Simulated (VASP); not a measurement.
Band structure of CoSi2 (space group Fm-3m). These are PBE GGA, VASP's PBE PAW potentials (set 64) (plane waves; VASP) values and carry that method's errors.

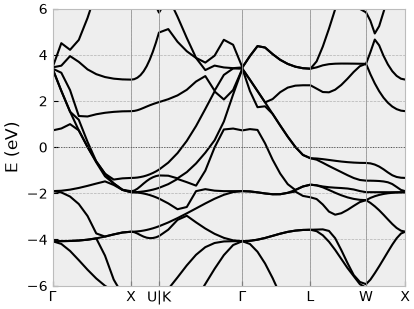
*Bands along high-symmetry lines, zero at the valence-band maximum or, without a gap, the Fermi level*

Task: Read the plot: is there a gap, and where are the band edges?

Result: It has no gap at this level: it comes out as a metal or semimetal.

The structure is a typed CoSi2 crystal (Fm-3m). The cell was not relaxed at this level. The run is not spin-polarised, so no magnetic state was tried. The electron count is odd and the run is not spin-polarised, which forces a metal.
